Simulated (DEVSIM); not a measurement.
System: Schottky contact on n-type β-Ga2O3, at 300 K.

| layer (left to right) | material | thickness (μm) | Nd (cm⁻³) | τn (s) | τp (s) |
|---|---|---|---|---|---|
| 1 | β-Ga2O3 | 6.10 | 7.8e16 | 3.1e-10 | 3.1e-10 |

Left contact: Schottky, work function 5.1 eV, emission velocity 2e6 cm/s. Right contact: ohmic. Voltage is applied to the left contact. Recombination: SRH at mid-gap, radiative, Auger. Mobility is constant in doping.

This is a model device: material constants are rounded textbook-type values typed into the input, and sizes, dopings and lifetimes were drawn at random. Values at 300 K.

| parameter | β-Ga2O3 |
|---|---|
| gap (eV) | 4.8 |
| affinity (eV) | 4 |
| permittivity | 10 |
| Nc (cm⁻³) | 3.7e18 |
| Nv (cm⁻³) | 5e20 |
| μn (cm²/Vs) | 160 |
| μp (cm²/Vs) | 1 |
| B (cm³/s) | 1e-12 |
| Cn (cm⁶/s) | 1e-31 |
| Cp (cm⁶/s) | 1e-31 |

Model (solved in DEVSIM): 1D drift-diffusion, Boltzmann statistics, complete ionisation; no tunnelling, impact ionisation, image-force lowering or self-heating. Metal contacts follow the ideal Schottky-Mott rule: no Fermi-level pinning, no interface dipoles.

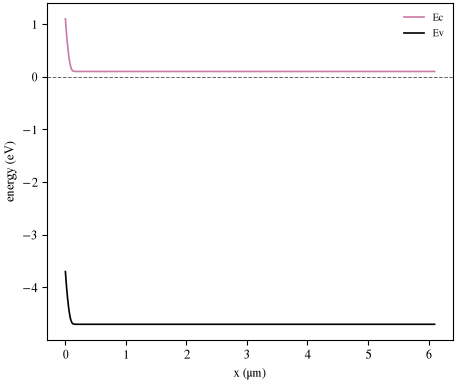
Figure. Band edges at zero bias

Energies count from the Fermi level of the right contact; mesh points crowd at the junctions.

```
x (μm)   Ec (eV)  Ev (eV)  n (cm⁻³)  p (cm⁻³)  field (V/cm)
-------  -------  -------  --------  --------  ------------
0.000      1.100   -3.700     < 1e2     < 1e2       -170000
0.01208    0.910   -3.890      1900     < 1e2       -150000
0.03244    0.636   -4.164     7.6e7     < 1e2       -120000
0.06071    0.353   -4.447    4.3e12     < 1e2        -80000
0.1255     0.109   -4.691    5.5e16     < 1e2         -6400
0.2095     0.100   -4.700    7.8e16     < 1e2           -16
0.3261     0.100   -4.700    7.8e16     < 1e2           ≈ 0
0.5934     0.100   -4.700    7.8e16     < 1e2           ≈ 0
0.9017     0.100   -4.700    7.8e16     < 1e2           ≈ 0
1.421      0.100   -4.700    7.8e16     < 1e2           ≈ 0
2.143      0.100   -4.700    7.8e16     < 1e2           ≈ 0
3.614      0.100   -4.700    7.8e16     < 1e2           ≈ 0
4.516      0.100   -4.700    7.8e16     < 1e2           ≈ 0
5.051      0.100   -4.700    7.8e16     < 1e2           ≈ 0
5.516      0.100   -4.700    7.8e16     < 1e2           ≈ 0
5.718      0.100   -4.700    7.8e16     < 1e2           ≈ 0
5.864      0.100   -4.700    7.8e16     < 1e2           ≈ 0
5.951      0.100   -4.700    7.8e16     < 1e2           ≈ 0
6.026      0.100   -4.700    7.8e16     < 1e2           ≈ 0
6.061      0.100   -4.700    7.8e16     < 1e2           ≈ 0
6.082      0.100   -4.700    7.8e16     < 1e2           ≈ 0
6.100      0.100   -4.700    7.8e16     < 1e2           ≈ 0
```
